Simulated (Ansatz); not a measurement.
# C4H9FSn: the cost of one run

All numbers below are computed with Ansatz 0.2.0 (RKS PBE0-D4/def2-SVP).

1 further run of the same task is left out (it didn't finish).

## (1) The system as given

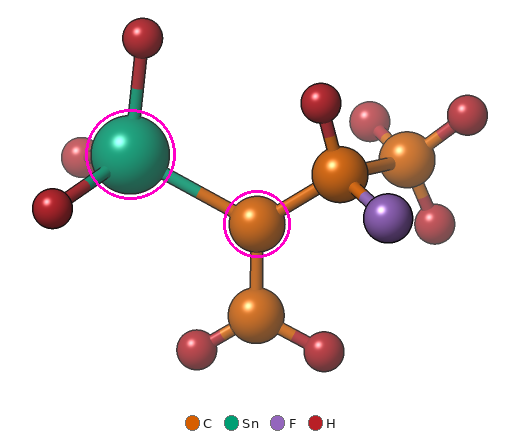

Start, viewed from a chosen angle; carbon orange, tin teal, fluorine purple, hydrogen red. Ringed: C2, Sn3.

As a file:

```xyz
15

C     0.9062   -1.0821   -1.1131
C     0.4888   -0.2365   -0.1204
Sn    0.9715   -0.7708    1.8589
C    -0.1793    1.0628   -0.3709
C    -1.6751    0.7770   -0.8672
F     0.4221    1.8344   -1.3029
H     1.4267   -1.9530   -0.9199
H     0.6617   -0.7694   -2.1615
H     0.4243    0.4713    3.0190
H     2.7468   -0.9045    2.0297
H     0.2561   -2.3111    2.2821
H    -0.2889    1.6385    0.5962
H    -1.7163    0.2811   -1.8415
H    -2.2407    1.7591   -0.9584
H    -2.2258    0.1525   -0.1006
```

## (2) Relaxing end A

File input.yaml:

```yaml
crystal:
  periodic: [false, false, false]
  atoms:
    - { symbol: C, position_ang: [0.9062, -1.0821, -1.1131] }
    - { symbol: C, position_ang: [0.4888, -0.2365, -0.1204] }
    - { symbol: Sn, position_ang: [0.9715, -0.7708, 1.8589] }
    - { symbol: C, position_ang: [-0.1793, 1.0628, -0.3709] }
    - { symbol: C, position_ang: [-1.6751, 0.777, -0.8672] }
    - { symbol: F, position_ang: [0.4221, 1.8344, -1.3029] }
    - { symbol: H, position_ang: [1.4267, -1.953, -0.9199] }
    - { symbol: H, position_ang: [0.6617, -0.7694, -2.1615] }
    - { symbol: H, position_ang: [0.4243, 0.4713, 3.019] }
    - { symbol: H, position_ang: [2.7468, -0.9045, 2.0297] }
    - { symbol: H, position_ang: [0.2561, -2.3111, 2.2821] }
    - { symbol: H, position_ang: [-0.2889, 1.6385, 0.5962] }
    - { symbol: H, position_ang: [-1.7163, 0.2811, -1.8415] }
    - { symbol: H, position_ang: [-2.2407, 1.7591, -0.9584] }
    - { symbol: H, position_ang: [-2.2258, 0.1525, -0.1006] }
basis:
  gaussian: { orbitals: def2-SVP }
hamiltonian:
  xc: pbe0
  dispersion: d4
relax:
  f_tol: 0.015
  max_steps: 40
```

Launch:

```bash
> ansatz run input.yaml --threads 2 --pin off --max-ram 3072MiB --backend cpu --events-out ev --progress --plain --runs-dir out
```

**Question.** How long does this run take on 2 threads of Arm Neoverse V1, shared host, and how much memory does it need?

About 3 min, with a peak of 0.43 GiB.
